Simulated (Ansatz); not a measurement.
# H3OSn: the cost of one run

Method: UKS PBE0/def2-SVP, in Ansatz 0.2.0.

### Step 1. The system as given

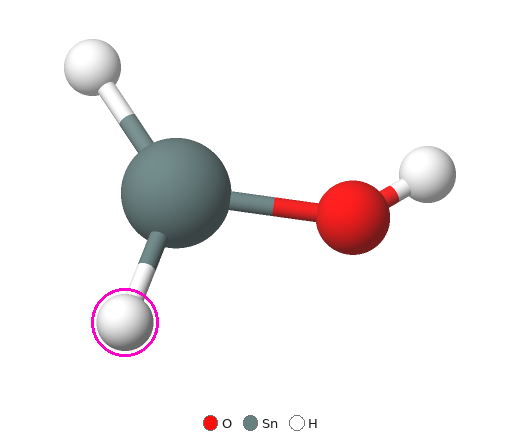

The starting structure, seen from a chosen angle (oxygen red, tin teal, hydrogen white). Ringed: H4.

As a file:

```xyz
5

O     0.1270   -1.0509    0.6957
Sn   -0.1714    0.5067   -0.3114
H     0.8754   -1.6186    0.9262
H    -1.8385    0.7222   -0.1206
H     1.0075    1.4406   -1.1899
```

### Step 2. End point A

Contents of input.yaml:

```yaml
crystal:
  periodic: [false, false, false]
  atoms:
    - { symbol: O, position_ang: [0.12697, -1.05088, 0.69572] }
    - { symbol: Sn, position_ang: [-0.17139, 0.50672, -0.3114] }
    - { symbol: H, position_ang: [0.87545, -1.61862, 0.92616] }
    - { symbol: H, position_ang: [-1.83851, 0.72223, -0.12062] }
    - { symbol: H, position_ang: [1.00747, 1.44056, -1.18986] }
total_charge: 1
magnetization:
  spin_polarized: true
basis:
  gaussian: { orbitals: def2-SVP }
hamiltonian:
  xc: pbe0
relax:
  f_tol: 0.02
  max_steps: 50
```

On the command line:

```console
$ ansatz run input.yaml --threads 1 --pin off --max-ram 2048MiB --backend cpu --events-out ev --progress --plain --runs-dir out
```

What time and memory should one allow on 1 thread of Intel Xeon 6975P-C (Granite Rapids), shared host?

About 9.4 s, with a peak of 0.15 GiB.
